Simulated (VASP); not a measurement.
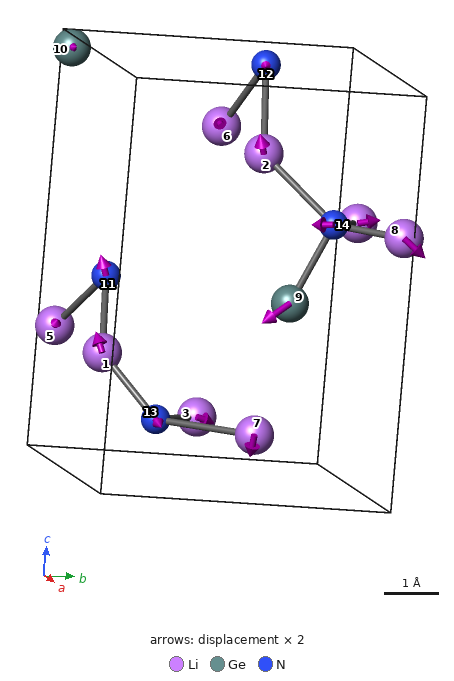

A relaxation of a crystal of Li₄GeN₂ (a generated structure, set up in P1). The starting structure is drawn; purple arrows show the displacements (the part carried along by the change of the cell is left out), 2 times their true length.

Style: ball-and-stick. Shown: the cell of the calculation, reduced to other axes, slightly off an axis. Lengths and directions refer to the drawn axes.

The run lets cell and atoms move.

Method: Kohn-Sham DFT of a periodic cell, PBE, VASP PAW PBE potentials, recommended (VASP).

Input
```
SYSTEM = Li4GeN2
PREC = Normal
ENCUT = 520
EDIFF = 1E-5
ISMEAR = 0
SIGMA = 0.05
LREAL = Auto
LASPH = .TRUE.
NELM = 80
ALGO = Fast
ISIF = 3
LWAVE = .FALSE.
LCHARG = .FALSE.
GGA = PE
IBRION = 2
NSW = 110
EDIFFG = -0.03
ISYM = 0
KPAR = 8
```

Launched with:
```bash
cat potpaw_PBE.64/Li_sv/POTCAR potpaw_PBE.64/Ge_d/POTCAR potpaw_PBE.64/N/POTCAR > POTCAR
mpirun -np 8 vasp_std > vasp.out
```

### Describe the change and its energy.

The energy falls by 2.656 eV per cell of the calculation in 45 geometry steps. The largest force component goes from 5.8 to 0.028 eV/Å. The pressure goes from 1.21 to 0.05 GPa. The atom that moves furthest relative to the cell is a Ge atom (0.35 Å roughly along [3 −3 −1]). Largest moves by element: Ge 0.35 Å, Li 0.27 Å, N 0.23 Å. Cell: a 5.368 → 5.371 Å (0.0 %), b 5.543 → 5.306 Å (−4.3 %), c 8.695 → 8.567 Å (−1.5 %), α 82.8° → 83.0°, β 72.3° → 73.3°, γ 61.3° → 62.3°. Volume −4.2 %. Near-neighbour distances that change, for instance: Li–N 2.412 → 1.988 Å, Li–N 1.610 → 1.961 Å, Ge–N 2.167 → 1.842 Å, Li–N 1.690 → 1.976 Å. Among the angles between lasting bonds that change: Li–N–Li 110.8° → 94.5°, Li–N–Ge 101.0° → 115.9°, Li–N–Ge 89.5° → 104.2°. The space group stays P1 (No. 1).
